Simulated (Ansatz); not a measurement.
**Response to strain in hypothetical NiAs type TlCl**

Start from TlCl in the NiAs type structure (space group P6_3/mmc, No. 194; a = 4.5014 Å, c = 7.9195 Å; a hypothetical phase, not in the database extracts checked). Axes: x lies along a and z along c of the hexagonal cell.

Strains are applied to the cell and any free atomic positions relax; under biaxial strain the out-of-plane vector relaxes too.

Method: PBE in Ansatz (plane waves to 420 eV, PAW, scalar-relativistic without spin-orbit coupling).

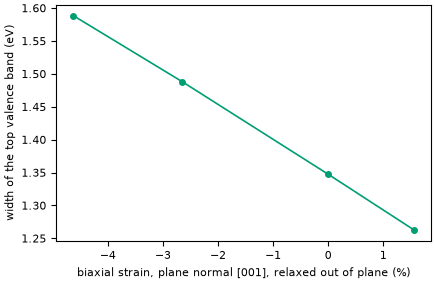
Fig. 1. Width of the top valence band against biaxial strain, plane normal [001], relaxed out of plane

| biaxial strain, plane normal [001], relaxed out of plane (%) | width of the top valence band |
|---|---|
| -4.63 | 1.59 eV |
| -2.65 | 1.49 eV |
| 1.56 | 1.26 eV |

With Tl present, leaving out spin-orbit coupling can change the band edges. The levels and masses belong to the bands next to the band gap. Stability against distortions was not tested.

Ansatz is a program for electronic structure.
